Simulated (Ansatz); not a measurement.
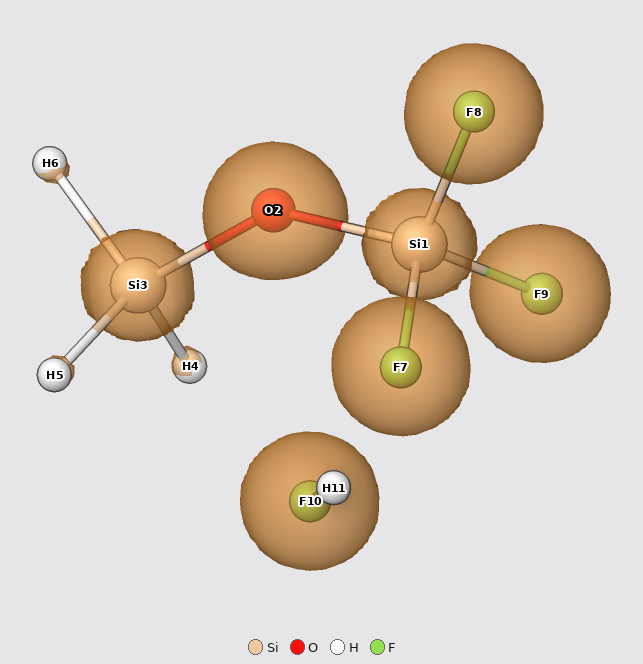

Figure. F$_{3}$H$_{3}$OSi$_{2}$···HF. Isosurface of the electron density at 1.5 e/Å³ (orange), seen at a tilt.

Method: Ansatz 0.2.0, RKS LDA/def2-SVP.

```xyz
11

Si   -0.2202    0.2661    0.0511
O    -0.9656    0.3891    1.4579
Si   -1.2697   -0.4416    2.8927
H    -1.9042   -1.7689    2.6132
H    -0.0026   -0.5679    3.6858
H    -2.2318    0.4411    3.6344
F     1.3466   -0.1347    0.2504
F    -0.1898    1.6724   -0.6876
F    -0.8424   -0.7974   -0.9504
F     0.4057   -2.0423    1.4357
H     1.1216   -1.5008    1.1097
```

How is the density connected at this value?

At this value the surface falls into ten separate pieces. It bridges the sampled F–H (0.96 Å) contacts, where the density stays above the isovalue. It is pinched off along the sampled F···H (1.63 Å), Si–F (1.59 Å) and Si–O (1.60 Å) contacts. On the grid the lowest density along these lines, outside the cores, is 0.33 e/Å³ (F···H, 1.63 Å), 0.94 e/Å³ (Si–F, 1.59 Å), 1 e/Å³ (Si–O, 1.60 Å) and 2.1 e/Å³ (F–H, 0.96 Å).
